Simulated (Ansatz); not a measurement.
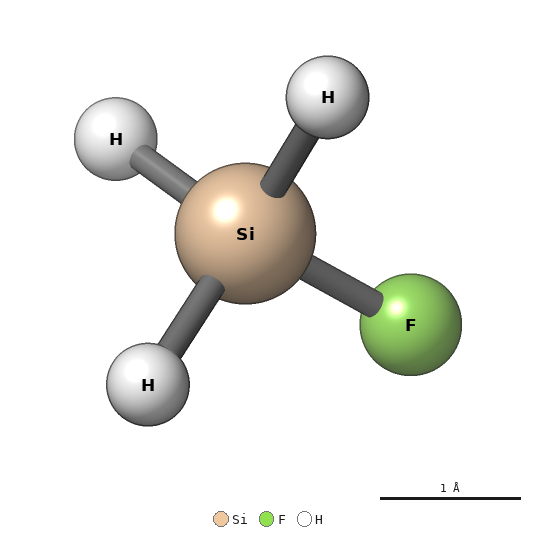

The computed structure is the end point of a PBE0-D4/def2-TZVP optimisation.

Describe the molecule.

It has 5 atoms: 1 fluorine, 3 hydrogen and 1 silicon (FH₃Si). The point group is C3v. Coordination: 1 Si tetrahedral.

The parts below concern this one geometry. Atoms keep their numbers from picture to picture.

Shape

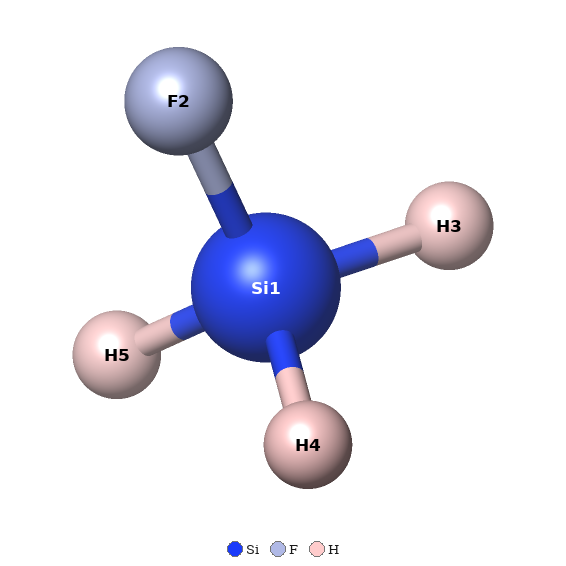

Numbered structure.

Which atoms are bonded, and how long are the bonds?

| bond | length (Å) |
| --- | --- |
| Si1–F2 | 1.600 |
| Si1–H3 | 1.482 |
| Si1–H4 | 1.482 |
| Si1–H5 | 1.482 |

Charges

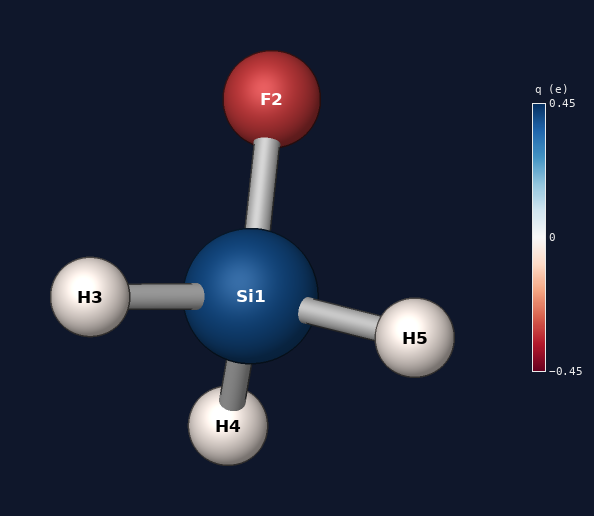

Atoms are coloured by their Mulliken charges. Properties computed with RKS PBE0-D4/def2-TZVP (Ansatz 0.2.0).

List the Mulliken charges.

```tsv
atom	value (e)
Si1	0.41
F2	−0.32
H3	−0.03
H4	−0.03
H5	−0.03
```

Electronic properties

Properties computed with RKS PBE0-D4/def2-TZVP (Ansatz 0.2.0).

Predict the main results.

- dipole moment: 1.27 D
- harmonic zero-point energy: 71.7 kJ/mol

Thermal motion

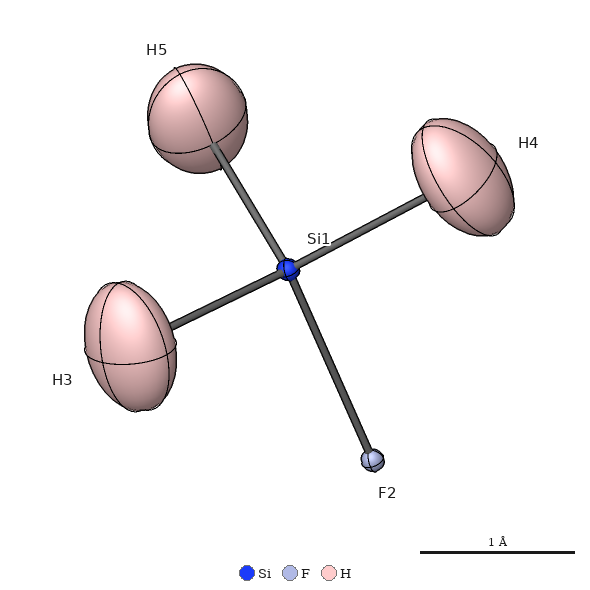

Displacement ellipsoids at the 50 % level, enlarged 2 times, from the internal vibrations of the free molecule (harmonic, no overall translation or rotation; no half-axis is drawn under 0.075 Å). Vibrations computed with RKS PBE0-D4/def2-TZVP (Ansatz 0.2.0). Temperature: 400 K.

Give the displacement parameters, one line for each set of equivalent atoms.

```
      atom  U_eq (Å²)   rms amplitudes (Å)
       Si1    0.00019  0.011, 0.011, 0.018
        F2    0.00029  0.009, 0.009, 0.026
H3, H4, H5     0.0134  0.085, 0.108, 0.146
```

Mulliken values depend strongly on the basis set and can even reverse the polarity of a bond.
